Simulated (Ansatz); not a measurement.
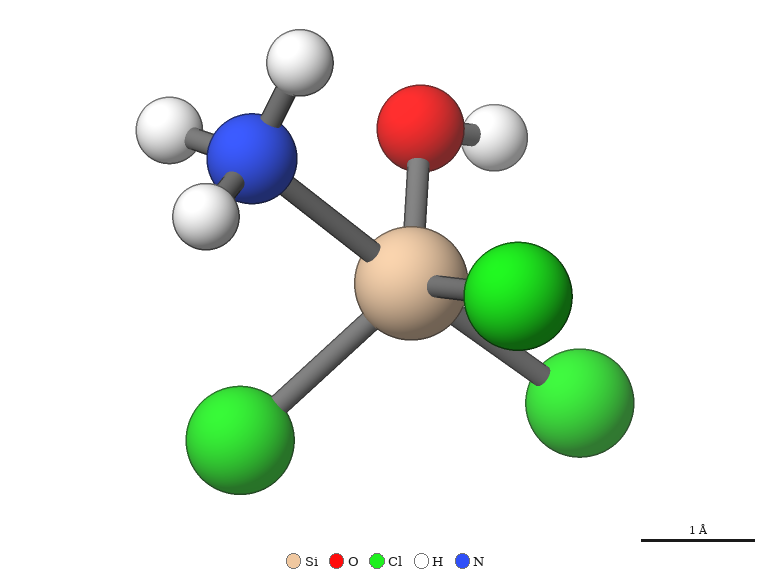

Every bond is drawn as one stick, whatever its order.

The computed structure is the end point of a PBE0-D4/def2-TZVP optimisation.

Question: Which formula does it have?

Answer: Cl₃H₄NOSi, 10 atoms: 3 chlorine, 4 hydrogen, 1 nitrogen, 1 oxygen and 1 silicon.

Question: How many atoms are distinct by symmetry?

Answer: 8: 1 Si, 1 O, 1 Cl, 2 Cl, 2 H, 1 N, 1 H, 1 H.

Question: What is the point group of this geometry?

Answer: Cs.

Question: Count the bonded pairs by element.

Answer: 3 Cl–Si, 3 N–H, 1 O–Si, 1 N–Si, 1 O–H. Sticks follow a distance rule.

The parts below concern this one geometry. Atoms keep their numbers from picture to picture.

**Dipole moment**

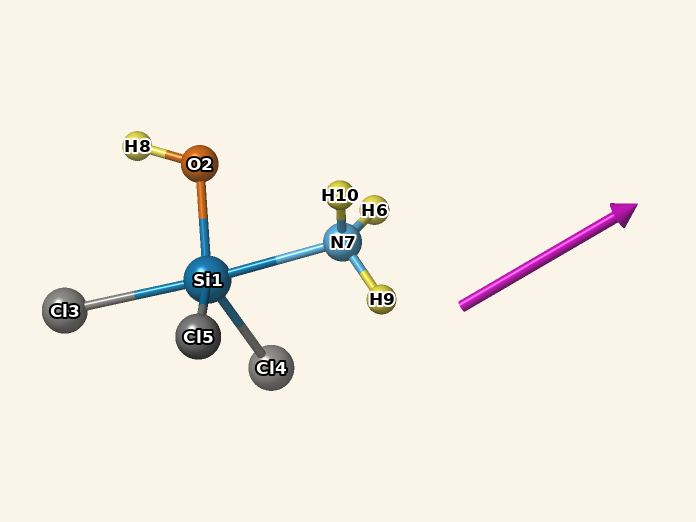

The arrow beside the molecule shows the direction of the dipole moment, from the negative to the positive end (its length means nothing). Properties computed with RKS PBE0-D4/def2-TZVP (Ansatz 0.2.0).

Question: Estimate the dipole moment.

Answer: 5.57 D; it points from the side of Cl3 to the side of H6, H10 (the outermost atoms at the two ends).

**Vibrations**

Harmonic vibrations computed with RKS PBE0-D4/def2-TZVP (Ansatz 0.2.0) at a stationary point of the same level.

Question: List the wavenumbers.

Answer: 24 modes: 114, 132, 191, 230, 246, 266, 272, 300, 378, 440, 478, 515, 566, 772, 778, 902, 991, 1281, 1634, 1641, 3480, 3602, 3616, 3875 cm⁻¹.

**Charges**

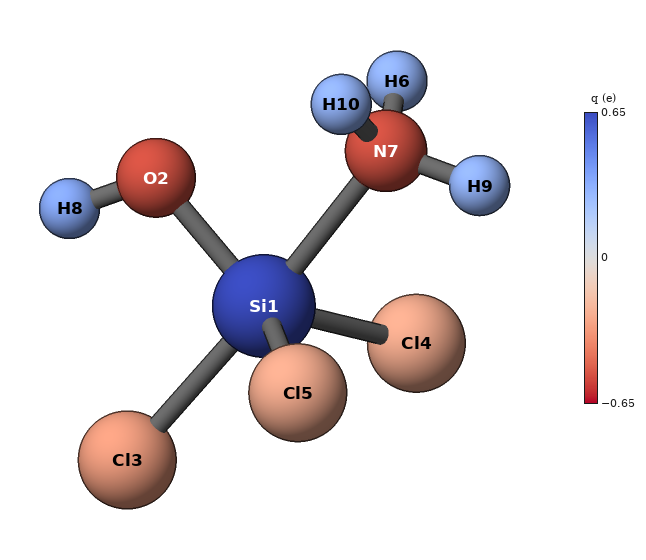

Atoms are coloured by their Mulliken charges. Level of theory: RKS PBE0-D4/def2-TZVP (Ansatz 0.2.0).

Question: Which atom carries the highest charge (most positive or least negative)?

Answer: Si1 (0.65 e).

Question: And the lowest?

Answer: O2, N7 (−0.52 e).

List the Mulliken charges.

| atom | value (e) |
| --- | --- |
| Si1 | 0.65 |
| O2 | −0.52 |
| Cl3 | −0.30 |
| Cl4 | −0.25 |
| Cl5 | −0.25 |
| H6 | 0.29 |
| N7 | −0.52 |
| H8 | 0.33 |
| H9 | 0.29 |
| H10 | 0.29 |

Mulliken values depend strongly on the basis set and can even reverse the polarity of a bond.
